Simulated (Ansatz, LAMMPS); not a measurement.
## A frame of liquid Si0.8Ge0.2 from 3100 K, run at 400 K (114 atoms): a short ab initio trajectory

Wanted: a short trajectory of a frame of liquid Si0.8Ge0.2 from 3100 K, run at 400 K (114 atoms) with its pair distributions.

Program: Ansatz 0.2.0. Level of theory: Kohn-Sham DFT, LDA, PAW (set soft_2), plane waves. Results are calculated unless marked as measured.

### 1. Starting point

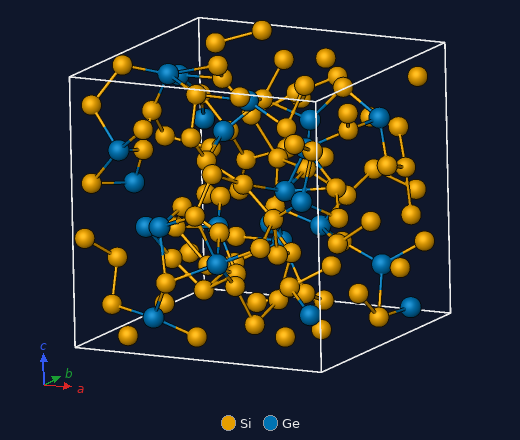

The starting structure, seen slightly off an axis (silicon orange, germanium blue). Bonds to atoms that aren't drawn are left out. Some periodic images of atoms are drawn too.

The cell holds 114 atoms: 91 Si and 23 Ge. Its edges and angles: a = 13.435 Å, b = 13.435 Å, c = 13.435 Å, α = 90.0°, β = 90.0°, γ = 90.0°. 114 atoms (91 Si, 23 Ge) placed at random at 2.89 g/cm³, melted at 3500 K for 10 ps at fixed volume with the Tersoff potential (Tersoff, Phys. Rev. B 39, 5566 (1989)). Snapshot at the end of a hold of 5 ps at 3100 K and fixed volume.

Limits known from the start: The starting topology of bonds comes from the classical model. The cell was made at 3100 K but the dynamics is set to 400 K: the trajectory isn't one at 3100 K. Sampling is at Γ alone, for a cell whose shortest periodic width is 13 Å.

### 2. Dynamics started at 400 K

A Nosé–Hoover thermostat steers the temperature while disturbing the dynamics little. The time step is 2.0 fs.

File input.yaml:

```yaml
crystal:
  lattice:
    - [13.4349, 0.0, 0.0]
    - [0.0, 13.4349, 0.0]
    - [0.0, 0.0, 13.4349]
  atoms:
    - { symbol: Si, position: [0.73101, 0.72811, 0.47044] }
    - { symbol: Si, position: [0.67205, 0.03705, 0.97908] }
    - { symbol: Si, position: [0.96602, 0.60209, 0.62916] }
    - { symbol: Si, position: [0.13313, 0.50769, 0.23009] }
    [... 104 atom lines left out ...]
    - { symbol: Ge, position: [0.60701, 0.75685, 0.34068] }
    - { symbol: Ge, position: [0.78552, 0.88709, 0.1855] }
    - { symbol: Ge, position: [0.14367, 0.09459, 0.72109] }
    - { symbol: Ge, position: [0.09661, 0.38085, 0.37134] }
    - { symbol: Ge, position: [0.09552, 0.29913, 0.55346] }
    - { symbol: Ge, position: [0.52474, 0.52697, 0.3902] }
kpoints:
  mp_grid: { grid: [1, 1, 1] }
hamiltonian:
  xc: lda
scf:
  occupations: { method: gaussian, width: 0.025 }
output:
  forces: true
  stress: true
md:
  timestep: 2.0
  n_steps: 48
  ensemble: nvt_nose_hoover
  temperature: 400
  initial_velocities: maxwell_boltzmann
  seed: 7790
```

Started as:

```
$ ansatz run input.yaml --threads 4 --pin off --max-ram 8192MiB --backend cpu --events-out ev --progress --plain --runs-dir out
```

Wall time 20 min (4 threads of Arm Neoverse V1, shared host); peak memory 3.2 GiB; 77 min of CPU time.

The program notes that the SCF threshold is loose for the stress and it switched symmetry off.

Rows from the run:

```
time (fs)  T (K)  potential (meV/atom)  conserved (meV/atom)
      0.0    400                   0.0                  0.00
      6.0    514                 -14.7                 -0.11
     12.0    744                 -44.5                 -0.25
     20.0    973                 -75.5                 -0.28
     26.0   1026                 -85.0                 -0.26
     32.0    995                 -85.1                 -0.24
     38.0    916                 -79.6                 -0.22
     44.0    831                 -72.8                 -0.20
     52.0    760                 -68.2                 -0.18
     58.0    761                 -71.0                 -0.19
     64.0    798                 -78.4                 -0.21
     70.0    844                 -87.1                 -0.24
     76.0    872                 -93.9                 -0.26
     84.0    868                 -98.2                 -0.23
     90.0    865                -101.9                 -0.23
     96.0    873                -107.2                 -0.25
```

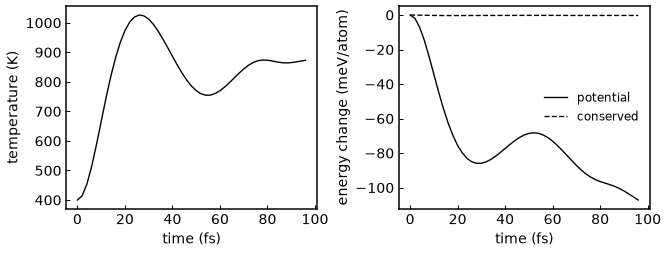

Temperature and energies against time.

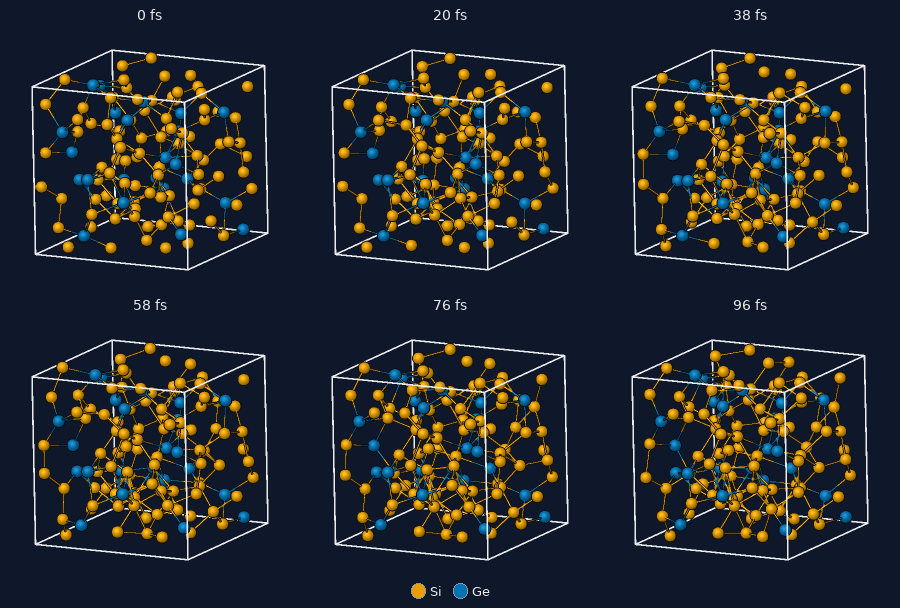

6 frames of the run. Bonds to atoms that aren't drawn are left out.

Mean square displacement from the first frame to the last: Si 0.23 Å², Ge 0.18 Å².

The mean square displacement by time lag:

```
time lag (fs)  Ge (Å²)  Si (Å²)
          2.0   1.2e-4   2.9e-4
          4.0   4.6e-4  0.00117
          6.0  0.00105  0.00263
          8.0  0.00187  0.00466
         10.0  0.00292  0.00727
         12.0  0.00421   0.0104
         14.0  0.00573   0.0141
         16.0  0.00748   0.0183
         18.0  0.00945   0.0229
         20.0   0.0116   0.0280
         22.0   0.0140   0.0334
         24.0   0.0166   0.0391
         26.0   0.0194   0.0452
         28.0   0.0224   0.0514
         30.0   0.0256   0.0579
         32.0   0.0289   0.0645
         34.0   0.0324   0.0712
         36.0   0.0360   0.0779
         38.0   0.0398   0.0846
         40.0   0.0437   0.0913
         42.0   0.0478   0.0980
         44.0   0.0520    0.105
         46.0   0.0563    0.111
         48.0   0.0607    0.117
```

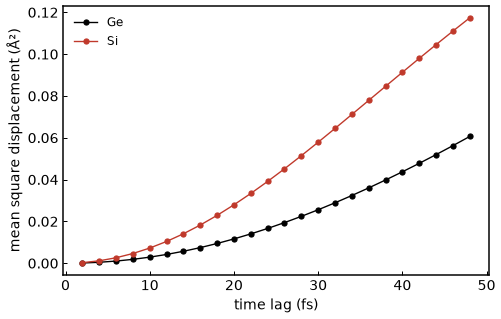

Mean square displacement, plotted against time lag.

Over the second half of 96 fs the temperature averages 828 K, rising from about 765 to 868 K (means over the first and last quarter of that half). The conserved energy stays within 0.29 meV/atom. From first frame to last Si has the largest mean square displacement, 0.23 Å² at the end; the farthest move is 0.99 Å. The mean temperature of 828 K lies well off the 400 K of the input, so the thermostat hasn't yet brought the run to equilibrium. The count of bonds goes from 267 in the first frame to 265 in the last, by one set of cutoffs: 26 pairs passed out of them and 24 came within. The run spans 0.10 ps, too short for its means to be equilibrium values.

### 3. Structure statistics late in the run

The g(r) is a mean over the second half; what follows it is taken at the last frame.

Density 2.89 g/cm³, 21.27 Å³ an atom.

Mean of 14 frames. Pair distribution functions g(r), in bins of 0.2 Å:

```
r (Å)  total  Si-Si  Si-Ge  Ge-Ge
 2.00   0.01   0.02   0.00   0.00
 2.20   0.59   0.80   0.25   0.00
 2.40   2.65   2.89   2.30   1.54
 2.60   1.88   1.79   1.98   2.49
 2.80   0.77   0.65   1.06   0.34
 3.00   0.48   0.37   0.71   0.45
 3.20   0.63   0.60   0.76   0.23
 3.40   0.92   0.89   0.95   1.11
 3.60   1.00   1.01   0.97   1.07
 3.80   1.19   1.24   1.15   0.79
 4.00   1.14   1.20   1.05   0.97
 4.20   1.27   1.36   1.13   0.94
 4.40   1.02   0.99   1.03   1.41
 4.60   1.08   1.03   1.15   1.34
 4.80   1.02   0.87   1.31   1.08
 5.00   0.78   0.73   0.91   0.69
 5.20   0.84   0.84   0.88   0.51
 5.40   0.86   0.88   0.88   0.42
 5.60   1.06   1.03   1.11   0.88
 5.80   1.07   1.04   1.15   0.92
 6.00   0.97   1.00   0.91   1.02
 6.20   1.10   1.10   1.10   0.93
 6.40   1.03   1.00   1.13   0.74
 6.60   0.97   0.98   0.98   0.86
```

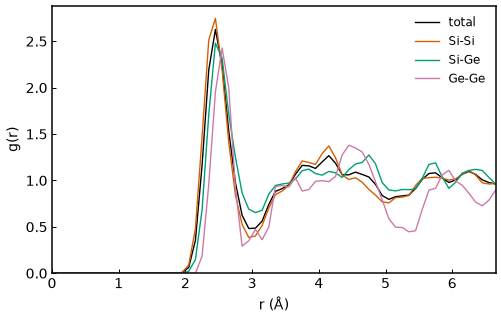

Pair distribution functions, lightly smoothed.

Bonds by pair of elements; cutoffs follow the first minimum of g(r), held within bounds set by covalent radii, and pairs that aren't listed don't count as bonded:

```
pair A-B  cutoff (Å)  bonds  mean length (Å)  spread (Å)  shortest (Å)  B about A  A about B
   Si-Si        2.98    167             2.50       0.179          2.18       3.67       3.67
   Si-Ge        3.08     91             2.62       0.215          2.26          1       3.96
   Ge-Ge        2.88      7             2.59       0.104          2.41      0.609      0.609
```

How many atoms have how many bonded neighbours:

```
element  mean  3   4   5  6  7
     Ge  4.57  1  11   8  3  0
     Si  4.67  4  33  44  9  1
```

Bond angles (no mean is given where the spread exceeds 20°):

```
   angle  count  mean (°)  spread (°)
Si-Si-Si    501         -           -
Ge-Si-Si    262         -           -
Si-Ge-Si    145         -           -
Ge-Ge-Si     47         -           -
Ge-Si-Ge     43         -           -
```

Bond length by coordination (bonds to H left out):

```
element  coordination  atoms  mean bond length (Å)
     Ge             3      1                  2.46
     Ge             4     11                  2.57
     Ge             5      8                  2.66
     Ge             6      3                  2.69
     Si             3      4                  2.40
     Si             4     33                  2.47
     Si             5     44                  2.56
     Si             6      9                  2.56
     Si             7      1                  2.60
```

For some of the pairs, g(r) has its first main peak near 2.4 Å (Si-Si), 2.5 Å (Si-Ge) and 2.5 Å (Ge-Ge). By these cutoffs 48 % of Ge atoms have 4 and 48 % of Si atoms have 5 bonded neighbours.

### 4. Single point at the last frame

The last frame is solved once more, with the analyses that the dynamics left out.

File input.yaml:

```yaml
crystal:
  lattice:
    - [13.4349, 0.0, 0.0]
    - [0.0, 13.4349, 0.0]
    - [0.0, 0.0, 13.4349]
  atoms:
    - { symbol: Si, position: [0.7524, 0.72656, 0.49109] }
    - { symbol: Si, position: [0.67896, 0.04223, 0.00248] }
    - { symbol: Si, position: [0.95098, 0.60259, 0.63009] }
    - { symbol: Si, position: [0.13001, 0.51911, 0.23153] }
    [... 104 atom lines left out ...]
    - { symbol: Ge, position: [0.63608, 0.74992, 0.34898] }
    - { symbol: Ge, position: [0.78737, 0.88099, 0.16968] }
    - { symbol: Ge, position: [0.1433, 0.07858, 0.72958] }
    - { symbol: Ge, position: [0.05677, 0.41064, 0.34233] }
    - { symbol: Ge, position: [0.10683, 0.31493, 0.53182] }
    - { symbol: Ge, position: [0.48672, 0.5428, 0.38156] }
kpoints:
  mp_grid: { grid: [1, 1, 1] }
hamiltonian:
  xc: lda
scf:
  occupations: { method: gaussian, width: 0.025 }
output:
  forces: true
  stress: true
  populations: true
  dos:
    method: { smearing: { sigma: 0.15 } }
    de: 0.1
    projected: { site_lists: { Ge: [Ge], Si: [Si] } }
  eigenvalues: true
  write_density: true
  write_potential: true
  volumetric_format: npy
  elf: true
```

The job ended after 71 s (4 threads; peak memory 2.9 GiB; 4.6 min of CPU time).

Numbers from this run:

```
free energy                             : -152287.3351 eV
free energy per atom                    : -1335.8538 eV/atom
SCF cycles                              : 12
pressure                                : -4.484 GPa
r.m.s. force component                  : 0.6453 eV/Å
longest force                           : 2.173 eV/Å
Fermi energy                            : 6.291 eV
levels partly filled by over 2 per cent : 2
spilling of the projection              : 0.008428
```

Neighbours are counted within 2.98 Å (Si-Si), 3.08 Å (Si-Ge), 2.88 Å (Ge-Ge), the cutoffs taken from the dynamics.

Length of the force by element and coordination:

```
element  coordination  atoms  mean length of the force (eV/Å)  spread  least   most
     Ge           all     23                            0.803   0.363  0.191   1.68
     Ge             3      1                            0.444       0  0.444  0.444
     Ge             4     11                            0.842   0.308  0.394   1.30
     Ge             5      8                            0.762   0.426  0.191   1.68
     Ge             6      3                            0.891    0.34  0.582   1.36
     Si           all     91                             1.05   0.519  0.187   2.17
     Si             3      4                             1.69   0.364   1.10   2.11
     Si             4     33                             1.06   0.529  0.305   2.17
     Si             5     44                            0.997   0.478  0.187   2.13
     Si             6      9                             1.05   0.539  0.327   1.98
     Si             7      1                            0.509       0  0.509  0.509
```

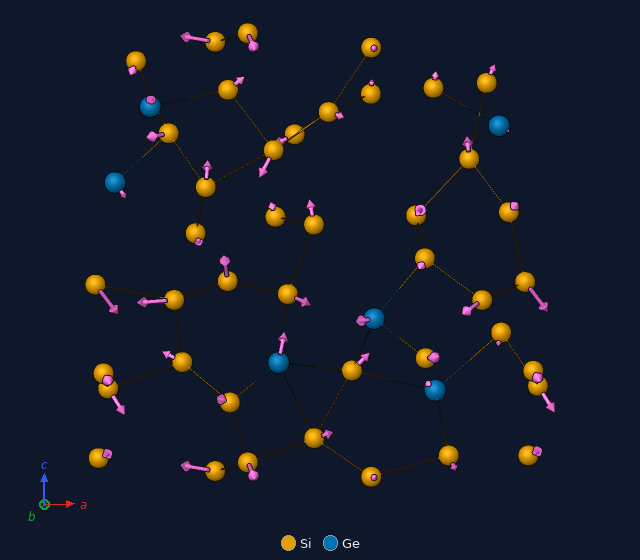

Forces as arrows; the longest in the cell is 2.17 eV/Å. Drawn is a slice 4 Å thick, seen along the normal of the ac plane. Bonds to atoms that aren't drawn are left out.

Löwdin charges by element and coordination (they lack the spilled electrons, 0.051 e an atom on average):

```
element  coordination  atoms  mean charge (e)  spread    least    most
     Ge           all     23          -0.0255  0.0355  -0.0954  0.0257
     Ge             3      1           0.0137       0   0.0137  0.0137
     Ge             4     11          -0.0266  0.0327  -0.0954  0.0171
     Ge             5      8          -0.0271  0.0367  -0.0735  0.0257
     Ge             6      3          -0.0303  0.0402  -0.0869  0.0023
     Si           all     91             0.07  0.0355  -0.0219   0.171
     Si             3      4           0.0568  0.0177   0.0423  0.0859
     Si             4     33           0.0632  0.0296   0.0034   0.109
     Si             5     44           0.0696  0.0367  -0.0219   0.146
     Si             6      9           0.0942  0.0353   0.0459   0.171
     Si             7      1            0.149       0    0.149   0.149
```

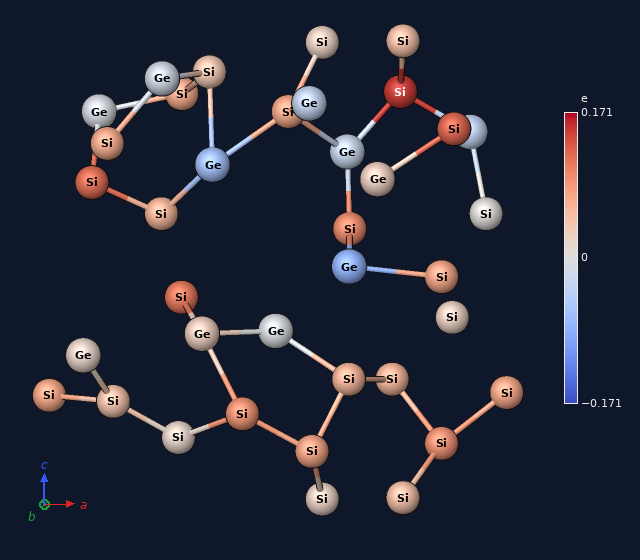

Atoms coloured by Löwdin charge. Drawn is a slice 5 Å thick, seen along the normal of the ac plane. Bonds to atoms that aren't drawn are left out.

Density of states as counts of states in windows of 1 eV (from the Fermi level), total and the larger projections:

```
from (eV)  to (eV)  total  Si p  Si s  Ge p  Ge s
      -10       -9   30.9   8.9  14.9   1.9   5.1
       -9       -8   36.7  11.7  16.7   2.4   5.6
       -8       -7   28.8   9.9  12.8   2.3   3.7
       -7       -6   28.0  10.9  11.8   2.4   2.7
       -6       -5   33.5  15.1  12.4   3.3   2.5
       -5       -4   35.5  22.2   6.6   4.9   1.4
       -4       -3   56.2  39.7   5.6   9.1   1.2
       -3       -2   55.3  38.5   5.2   9.6   1.2
       -2       -1   53.3  35.3   5.3  10.1   1.5
       -1        0   48.1  30.2   5.9   8.8   1.5
        0        1   46.6  27.5   6.6   8.1   1.5
        1        2   61.8  35.5   9.0   9.6   1.9
        2        3   65.4  36.6   8.4   9.6   1.7
```

Between -26 and -10 eV lie 280 more states.

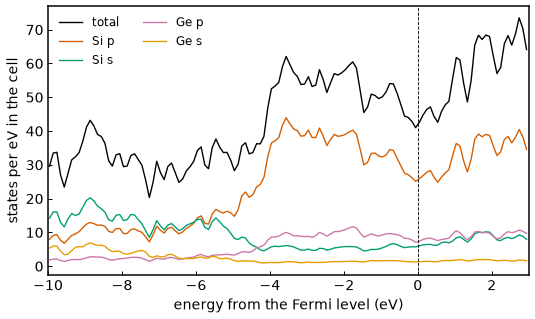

Total and projected density of states, with the broadening of the input.

The levels nearest the highest filled one (over half full), pooled over k-points and spins:

```
level less the highest filled one (eV)  occupation
                                -0.245           2
                                -0.229           2
                                -0.186           2
                                -0.133           2
                               -0.0969           2
                                     0        1.12
                                0.0055       0.876
                                0.0759           0
                                 0.113           0
                                 0.144           0
                                 0.207           0
                                 0.246           0
```

Mean Löwdin charges: Ge -0.03, Si +0.07 e (they miss 0.84 % of the electrons, so they add up to more than the cell's charge). Charges this small depend on the projection, at times even in sign. Within 0.4 eV of the Fermi level the largest share is Si p (64 % of the projected weight).

### 5. What came out

```yaml
mean_temperature_second_half: 828.3 K
temperature_swing_second_half: 45.98 K
mean_pressure_second_half: -3.684 GPa
slope_of_the_conserved_energy_against_time_by_least_squares: -0.6675 meV/atom/ps
free_energy_per_atom: -1335.8538 eV/atom
pressure: -4.484 GPa
r_m_s_force_component: 0.6453 eV/Å
wall_time_of_the_2_dft_runs: 21 min
```

Over the second half of 96 fs the temperature averages 828 K, rising from about 765 to 868 K (means over the first and last quarter of that half). The conserved energy stays within 0.29 meV/atom. The mean temperature of 828 K lies well off the 400 K of the input, so the thermostat hasn't yet brought the run to equilibrium. The count of bonds goes from 267 in the first frame to 265 in the last, by one set of cutoffs: 26 pairs passed out of them and 24 came within. The run spans 0.10 ps, too short for its means to be equilibrium values. With the cutoffs above, 48 % of Ge atoms have 4 and 48 % of Si atoms have 5 bonded neighbours. 2 levels are partly filled, by over 2 % (at Γ alone): no clear gap opens at this level.

**Limits.** The starting topology of bonds comes from the classical model; in DFT 26 of its 267 bonded pairs passed out of the cutoffs and 24 came within them. The pressure of -4.5 GPa is that of one thermal frame at a volume set beforehand, without the kinetic term.

[Logs are printed without paths, hosts, clocks, repeated set-up lines and the standing remarks that a program may print on its own settings, such as how far it seeks lower states.]

[Hosts, paths, dates, database ids (printed as entryN), source tags and the programs' standing remarks are cut or masked in the printed files.]
